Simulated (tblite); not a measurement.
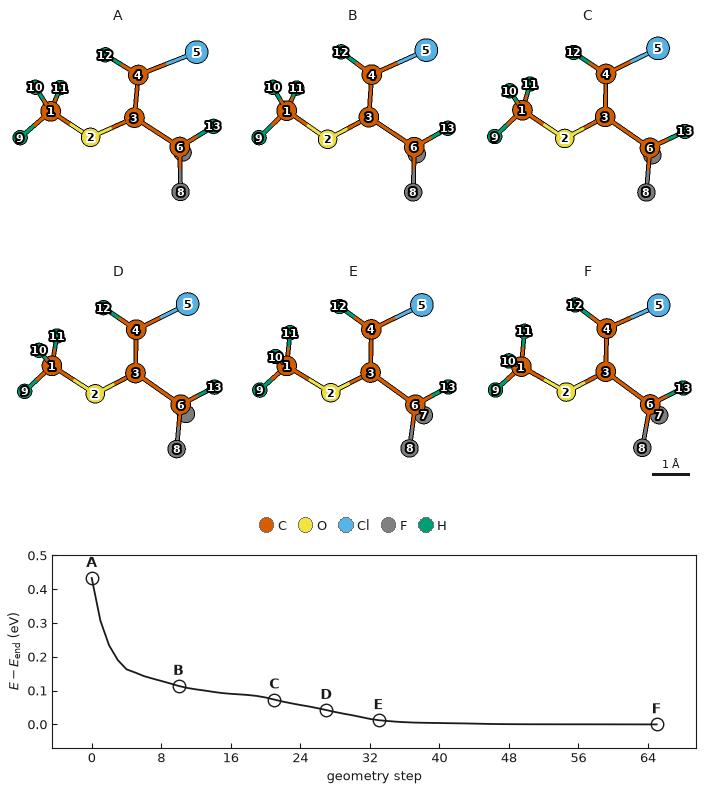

Frames of a relaxation of C₄H₅ClF₂O, marked on the history of the run. The picture is a ball-and-stick view, seen at a tilt.

Theory: GFN2-xTB geometry optimisation, gas phase (tblite 0.8.0). 

Q: What happens along the run?

A: The largest moves after the best rigid fit, 0.62 Å, are those of H10 and H11. By element the largest moves are H 0.62 Å, O 0.45 Å, F 0.27 Å, C 0.26 Å, Cl 0.24 Å. Near-neighbour distances that change, for instance: C4–Cl5 1.770 → 1.720 Å, C6–F7 1.382 → 1.352 Å, C1–H10 1.123 → 1.094 Å, C6–H13 1.127 → 1.099 Å. Bond angles that change, for instance: Cl5–C4–H12 120.9° → 113.3°, C1–O2–C3 125.8° → 118.8°, H9–C1–H10 103.8° → 109.7°. Groups turn about O2–C3 by about 45°. Over 65 geometry steps the energy falls by 0.433 eV. From step 0 to 10: Cl5 moves most (0.16 Å), energy −0.319 eV. From step 10 to 21: H12 moves most (0.18 Å), energy −0.040 eV. From step 21 to 27: H11 moves most (0.18 Å), energy −0.031 eV. From step 27 to 33: H10 moves most (0.20 Å), energy −0.030 eV. From step 33 to 65: H10 moves most (0.13 Å), energy −0.012 eV.

```json
{"step": "0", "E − E(0), eV": "0.0000"}
{"step": "1", "E − E(0), eV": "-0.1264"}
{"step": "2", "E − E(0), eV": "-0.1994"}
{"step": "3", "E − E(0), eV": "-0.2427"}
{"step": "4", "E − E(0), eV": "-0.2702"}
{"step": "5", "E − E(0), eV": "-0.2797"}
{"step": "6", "E − E(0), eV": "-0.2902"}
{"step": "7", "E − E(0), eV": "-0.2976"}
{"step": "8", "E − E(0), eV": "-0.3046"}
{"step": "9", "E − E(0), eV": "-0.3118"}
{"step": "10", "E − E(0), eV": "-0.3194"}
{"step": "13", "E − E(0), eV": "-0.3331"}
{"step": "16", "E − E(0), eV": "-0.3427"}
{"step": "19", "E − E(0), eV": "-0.3490"}
{"step": "22", "E − E(0), eV": "-0.3658"}
{"step": "24", "E − E(0), eV": "-0.3758"}
{"step": "27", "E − E(0), eV": "-0.3908"}
{"step": "30", "E − E(0), eV": "-0.4062"}
{"step": "33", "E − E(0), eV": "-0.4208"}
{"step": "36", "E − E(0), eV": "-0.4266"}
{"step": "39", "E − E(0), eV": "-0.4288"}
{"step": "42", "E − E(0), eV": "-0.4300"}
{"step": "45", "E − E(0), eV": "-0.4315"}
{"step": "48", "E − E(0), eV": "-0.4325"}
{"step": "51", "E − E(0), eV": "-0.4328"}
{"step": "53", "E − E(0), eV": "-0.4329"}
{"step": "56", "E − E(0), eV": "-0.4329"}
{"step": "59", "E − E(0), eV": "-0.4330"}
{"step": "62", "E − E(0), eV": "-0.4332"}
{"step": "65", "E − E(0), eV": "-0.4332"}
```
